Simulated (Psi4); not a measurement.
# M06-L/cc-pVDZ run of C2F3N (cyanotrifluoromethane)

Aim: the vertical ionisation energy of C2F3N (cyanotrifluoromethane) at M06-L/cc-pVDZ, from 2 runs. 

The results are computed with Psi4 1.11.

3 further runs of the same task are left out: 3 that didn't finish.

### Step 1. The system as given

C2F3N has 6 atoms, charge 0, and is taken as a singlet. As SMILES, `N#CC(F)(F)F`. The coordinates come from a PBE0-D4/def2-TZVP relaxation.

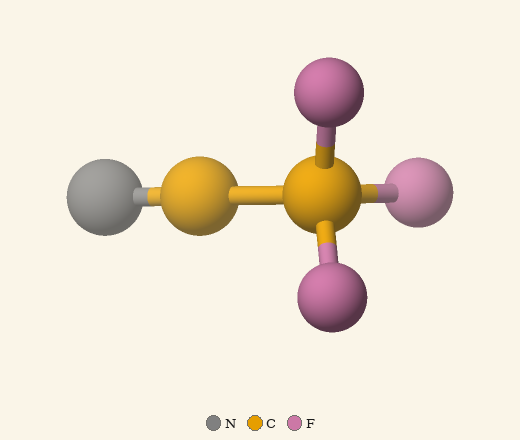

The structure, seen from a chosen angle (nitrogen grey, carbon amber, fluorine pink).

### Step 2. Energy and gradient at M06-L/cc-pVDZ

Contents of input.in:

```
memory 1.6 GB

molecule system {
  0 1
  N      1.022100    -1.705100     0.893500
  C      0.486200    -0.810600     0.417800
  C     -0.206400     0.345600    -0.197200
  F     -1.316000    -0.055800    -0.802300
  F      0.581500     0.927000    -1.091500
  F     -0.525200     1.234800     0.733600
  symmetry c1
  no_reorient
  no_com
}

set basis cc-pVDZ
set puream true
set e_convergence 1e-09
set d_convergence 1e-08
set scf_type pk
set dft_radial_points 99
set dft_spherical_points 590

e = gradient('m06-l')
```

Started as:

```sh
$ psi4 -i input.in -o input.out -n 1
```

input.out:

```text
[...]
  Running in c1 symmetry.
[...]
  Nuclear repulsion =  232.270648827243122
[...]
  Multiplicity = 1
[...]
  Nalpha       = 23
  Nbeta        = 23
[...]
    Number of basis functions: 84
[...]
   @RKS iter   1:  -430.28096606632687   -2.32853e-01   7.23809e-03 ADIIS/DIIS
[...]
   @RKS iter  12:  -430.43610566031856   -2.44427e-12   3.91836e-09 DIIS
[...]
    Orbital Energies [Eh]
    ---------------------
    Doubly Occupied:
       1A    -24.584797     2A    -24.584784     3A    -24.584760
       4A    -14.234994     5A    -10.367652     6A    -10.139629
       7A     -1.343469     8A     -1.257036     9A     -1.257009
      10A     -0.915687    11A     -0.755996    12A     -0.635238
      13A     -0.598710    14A     -0.598702    15A     -0.461270
      16A     -0.461259    17A     -0.428222    18A     -0.428212
      19A     -0.428171    20A     -0.401096    21A     -0.362434
      22A     -0.359502    23A     -0.359500
[...]
  @RKS Final Energy:  -430.43610566031856
   => Energetics <=
    Nuclear Repulsion Energy =            232.2706488272431216
    One-Electron Energy =               -1054.6181379413267223
    Two-Electron Energy =                 441.0167066428123235
    DFT Exchange-Correlation Energy =     -49.1053231890472901
    Empirical Dispersion Energy =           0.0000000000000000
    VV10 Nonlocal Energy =                  0.0000000000000000
    Total Energy =                       -430.4361056603185602
[...]
 Multipole Moments:
 ------------------------------------------------------------------------------------
     Multipole            Electronic (a.u.)      Nuclear  (a.u.)        Total (a.u.)
 ------------------------------------------------------------------------------------
 L = 1.  Multiply by 2.5417464519 to convert [e a0] to [Debye]
 Dipole X            :          4.4700199           -4.7314963           -0.2614764
 Dipole Y            :         -7.5539627            7.9903290            0.4363663
 Dipole Z            :          5.1793751           -5.4116087           -0.2322336
 Magnitude           :                                                    0.5592118
[...]
  -Total Gradient:
     Atom            X                  Y                   Z
    ------   -----------------  -----------------  -----------------
       1       -0.019758079283     0.032982519031    -0.017543168874
       2        0.020354157508    -0.033995752713     0.018079596982
       3       -0.004782337350     0.007969593747    -0.004286368545
       4        0.007187105064     0.002577262224     0.003892303731
       5       -0.005050553363    -0.003772561748     0.005727820075
       6        0.002089363289    -0.005735231939    -0.005968106949
[...]
```

Run time: 34 s. Hardware: 1 thread of Intel Xeon Platinum 8488C (Sapphire Rapids), shared host; peak memory 0.91 GiB.

### Step 3. The doublet cation, same level

Contents of job.json:

```json
{
  "schema_name": "qcschema_input",
  "schema_version": 1,
  "molecule": {
    "schema_name": "qcschema_molecule",
    "schema_version": 2,
    "symbols": ["N", "C", "C", "F", "F", "F"],
    "geometry": [1.93148907, -3.22217202, 1.68847029, 0.91878484, -1.531812, 0.78952757, -0.39003947, 0.65308935, -0.37265399, -2.48687958, -0.10544672, -1.51612727, 1.09887574, 1.75177612, -2.06263607, -0.99248416, 2.33343382, 1.38630309],
    "molecular_charge": 1,
    "molecular_multiplicity": 2,
    "fix_symmetry": "c1",
    "fix_com": true,
    "fix_orientation": true
  },
  "driver": "gradient",
  "model": {
    "method": "m06-l",
    "basis": "cc-pVDZ"
  },
  "keywords": {
    "reference": "uks",
    "puream": true,
    "e_convergence": 1e-09,
    "d_convergence": 1e-08,
    "scf_type": "pk",
    "dft_radial_points": 99,
    "dft_spherical_points": 590,
    "maxiter": 200,
    "scf_properties": ["DIPOLE", "MAYER_INDICES", "MULLIKEN_CHARGES"]
  }
}
```

Started as:

```sh
$ psi4 --qcschema job.json -n 1 --memory 1600MB
```

stdout, cut to the lines that bear on the results:

```text
[...]
  Running in c1 symmetry.
[...]
  Nuclear repulsion =  232.270648729480911
[...]
  Multiplicity = 2
[...]
  Nalpha       = 23
  Nbeta        = 22
[...]
    Number of basis functions: 84
[...]
   @UKS iter   1:  -429.70108530769403    3.47028e-01   6.95881e-03 DIIS/ADIIS
[...]
   @UKS iter  57:  -429.93096653785716   -7.95808e-13   8.49782e-09 DIIS
[...]
   @S^2 Observed:                7.660536225E-01
[...]
  @UKS Final Energy:  -429.93096653785716
   => Energetics <=
    Nuclear Repulsion Energy =            232.2706487294809108
    One-Electron Energy =               -1041.9262504583182363
    Two-Electron Energy =                 428.3635655086990255
    DFT Exchange-Correlation Energy =     -48.6389303177188097
    Empirical Dispersion Energy =           0.0000000000000000
    VV10 Nonlocal Energy =                  0.0000000000000000
    Total Energy =                       -429.9309665378571594
[...]
 Multipole Moments:
 ------------------------------------------------------------------------------------
     Multipole            Electronic (a.u.)      Nuclear  (a.u.)        Total (a.u.)
 ------------------------------------------------------------------------------------
 L = 1.  Multiply by 2.5417464519 to convert [e a0] to [Debye]
 Dipole X            :          5.2457064           -4.7314963            0.5142101
 Dipole Y            :         -8.8469894            7.9903289           -0.8566604
 Dipole Z            :          5.8425003           -5.4116087            0.4308915
 Magnitude           :                                                    1.0880931
[...]
  Mulliken Charges: (a.u.)
   Center  Symbol    Alpha    Beta     Spin     Total
       1     N     3.83037  3.06558  0.76479  0.10405
       2     C     2.81487  2.89780 -0.08293  0.28733
       3     C     2.63209  2.61981  0.01228  0.74810
[...]
  -Total Gradient:
     Atom            X                  Y                   Z
    ------   -----------------  -----------------  -----------------
       1       -0.013316213410     0.022221327983    -0.011802712281
       2        0.001083372241    -0.001794326866     0.000902219350
       3        0.036574746879    -0.061087568281     0.032533705745
       4       -0.008151394176     0.013521139505    -0.007263716486
       5       -0.008019968491     0.013556125600    -0.007305851433
       6       -0.008107210061     0.013596429858    -0.007144525369
[...]
```

The result, in JSON:

```text
{
 "driver": "gradient",
 "model": {
  "method": "m06-l",
  "basis": "cc-pVDZ"
 },
 "success": true,
 "return_result": [-0.013316213410413447, 0.022221327982967276, -0.01180271228137475, 0.0010833722410901747, -0.0017943268664686873, 0.000902219350189637, 0.036574746879420514, -0.06108756828130271, 0.03253370574483602, -0.008151394175660853, 0.013521139504720975, -0.007263716486153565, -0.008019968490691254, 0.013556125599858637, -0.007305851433234589, -0.008107210061370829, 0.01359642985770515, -0.007144525369290777],
 "properties": {
  "calcinfo_nbasis": 84,
  "calcinfo_nmo": 84,
  "calcinfo_nalpha": 23,
  "calcinfo_nbeta": 22,
  "calcinfo_natom": 6,
  "nuclear_repulsion_energy": 232.2706487294809,
  "return_energy": -429.93096653785716,
  "return_gradient": [-0.013316213410413447, 0.022221327982967276, -0.01180271228137475, 0.0010833722410901747, -0.0017943268664686873, 0.000902219350189637, 0.036574746879420514, -0.06108756828130271, 0.03253370574483602, -0.008151394175660853, 0.013521139504720975, -0.007263716486153565, -0.008019968490691254, 0.013556125599858637, -0.007305851433234589, -0.008107210061370829, 0.01359642985770515, -0.007144525369290777],
  "scf_one_electron_energy": -1041.9262504583182,
  "scf_two_electron_energy": 428.363565508699,
  "scf_xc_energy": -48.63893031771881,
  "scf_dipole_moment": [0.5142100897975865, -0.8566604433924354, 0.430891520017493],
  "scf_total_energy": -429.93096653785716,
  "scf_total_gradient": [-0.013316213410413447, 0.022221327982967276, -0.01180271228137475, 0.0010833722410901747, -0.0017943268664686873, 0.000902219350189637, 0.036574746879420514, -0.06108756828130271, 0.03253370574483602, -0.008151394175660853, 0.013521139504720975, -0.007263716486153565, -0.008019968490691254, 0.013556125599858637, -0.007305851433234589, -0.008107210061370829, 0.01359642985770515, -0.007144525369290777],
  "scf_iterations": 57
 }
}
```

Run time: 2.5 min. Hardware: 1 thread of Intel Xeon Platinum 8488C (Sapphire Rapids), shared host; peak memory 0.92 GiB.

### Step 4. What came out

At M06-L/cc-pVDZ:

| quantity | value |
| --- | --- |
| singlet C2F3N: total energy | -430.43611 Eh |
| singlet C2F3N: dipole moment | 1.42 D |
| singlet C2F3N: HOMO energy | -9.78 eV |
| singlet C2F3N: LUMO energy | -1.33 eV |
| singlet C2F3N: HOMO–LUMO gap | 8.46 eV |
| singlet C2F3N: largest force on an atom | 2.240 eV/Å |
| doublet cation: total energy | -429.93097 Eh |
| doublet cation: HOMO energy (highest over α and β) | -17.43 eV |
| doublet cation: LUMO energy (lowest over α and β) | -17.32 eV |
| doublet cation: ⟨S²⟩ | 0.766 |
| doublet cation: largest force on an atom | 4.025 eV/Å |
| vertical ionisation energy (to the doublet cation) | 13.746 eV |

What this shows: The vertical ionisation energy comes to 13.75 eV (1326 kJ/mol). The largest force (singlet C2F3N) is 2.24 eV/Å: the shape isn't a stationary point for this species at this level. −ε(HOMO) before ionisation, 9.78 eV, is 3.96 eV below this ionisation energy. Mulliken charges (doublet cation) run from -0.05 on F5 to +0.75 on C3; they depend strongly on the basis.
